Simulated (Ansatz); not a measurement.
AlHSe2

```xyz
4

Al   -0.3696    0.9019    1.6417
Se    0.7290    0.2213   -0.8379
Se   -1.5512    0.0389   -0.3239
H     1.1499   -1.1401   -0.4523
```

Geometry: PBE0-D4/def2-TZVP.

All numbers below come from RKS PBE0-D4/def2-TZVPP in Ansatz 0.2.0.

> What can the converged electron density and electron localisation function tell about the bonding?

Se–Se (2.34 Å): ρ is about 0.68 e/Å³ halfway; the ELF peaks at about 0.75 between the atoms.
Al–Se (2.45 Å): ρ is about 0.48 e/Å³ halfway; the ELF peaks at about 0.80 in the valence shell of Se, 1.1 Å from its nucleus, and is about 0.80 at the midpoint.
Al–Se (2.80 Å): the density is about 0.27 e/Å³ at the midpoint, with its minimum of 0.2 e/Å³ about 1.0 Å from Al; the ELF peaks at about 0.75 in the valence shell of Se, 1.0 Å from its nucleus, and is about 0.55 at the midpoint.

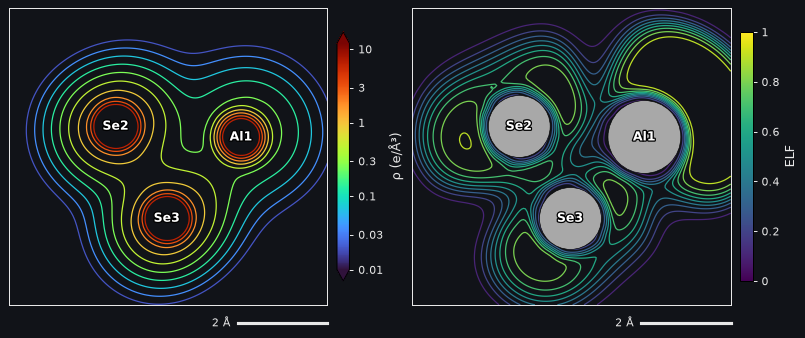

Computed electron density and electron localisation function on the plane of atoms Al1, Se3 and Se2, in this order. Grey discs cover the atomic cores in the ELF map. 
